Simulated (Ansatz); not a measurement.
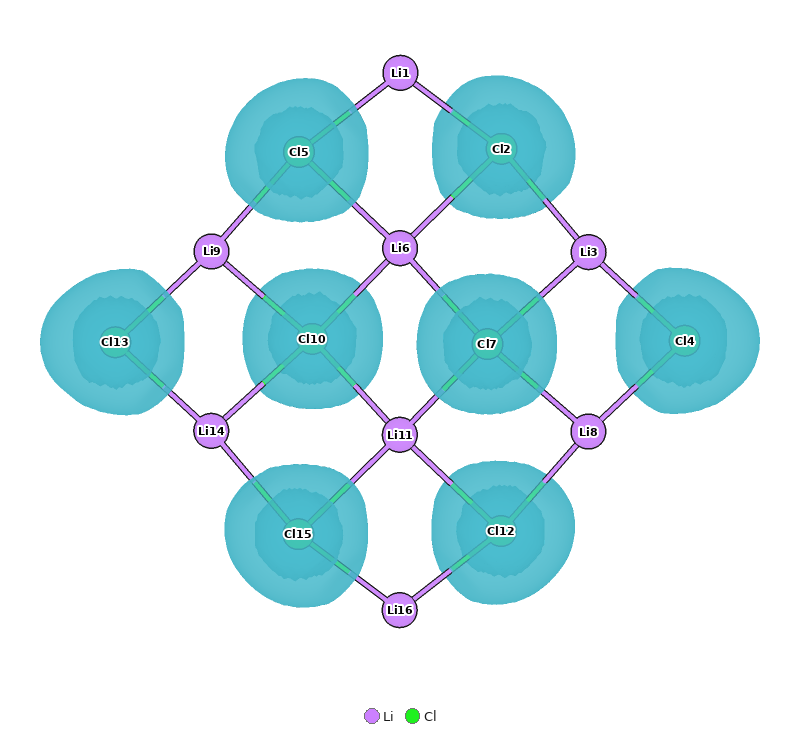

*Cl8Li8 (1x4x4 LiCl rock-salt block). Isosurface of the ELF at 0.8 (cyan), seen across its widest extent. Core shells and regions of very low density are left out.*

Geometry: PBE0-D4/def2-SVP.

Theory: Ansatz, RKS PBE0-D4/def2-TZVP.

Input file:

```
crystal:
  periodic: [false, false, false]
  atoms:
    - {symbol: Li, position_ang: [-0.006123, -3.060921, -3.059524]}
    - {symbol: Cl, position_ang: [-0.665504, -3.362318, -0.990052]}
    - {symbol: Li, position_ang: [0.239337, -3.161848, 1.117323]}
    - {symbol: Cl, position_ang: [-0.219669, -3.257571, 3.257406]}
    - {symbol: Cl, position_ang: [0.653801, -0.991890, -3.362970]}
    - {symbol: Li, position_ang: [-0.004962, -1.062512, -1.062868]}
    - {symbol: Cl, position_ang: [1.213883, -0.944239, 0.941038]}
    - {symbol: Li, position_ang: [0.244380, -1.118586, 3.160962]}
    - {symbol: Li, position_ang: [-0.241578, 1.119167, -3.161135]}
    - {symbol: Cl, position_ang: [-1.216130, 0.946358, -0.943482]}
    - {symbol: Li, position_ang: [0.000273, 1.062802, 1.062451]}
    - {symbol: Cl, position_ang: [-0.655260, 0.990772, 3.363761]}
    - {symbol: Cl, position_ang: [0.226477, 3.257357, -3.257045]}
    - {symbol: Li, position_ang: [-0.237992, 3.162182, -1.118027]}
    - {symbol: Cl, position_ang: [0.662640, 3.361913, 0.990913]}
    - {symbol: Li, position_ang: [0.006447, 3.059325, 3.061259]}
basis:
  gaussian: {orbitals: def2-TZVP, initial_orbitals: start.molden}
hamiltonian: {xc: pbe0, dispersion: d4}
scf: {omitted_lower_state_checks: [starts]}
output: {orbitals: {seedname: orbitals}}
```

Launched as:

```sh
ansatz run in.yaml --threads 4 --pin off --events-out ev --progress --plain --max-ram 6963MiB
```

> What do the ELF domains correspond to?

The surface consists of eight regions wrapped around Cl (the valence shell of each). Along the contacts the grid gives the following. Li–Cl (2.19 Å): the ELF peaks at about 0.90 in the valence shell of Cl, 0.9 Å from its nucleus, and falls to about 0.05 next to Li (a closed-shell, largely ionic contact). Li–Cl (2.30 Å): the ELF peaks at about 0.90 in the valence shell of Cl, 0.9 Å from its nucleus, and falls to about 0 next to Li: a largely ionic contact.
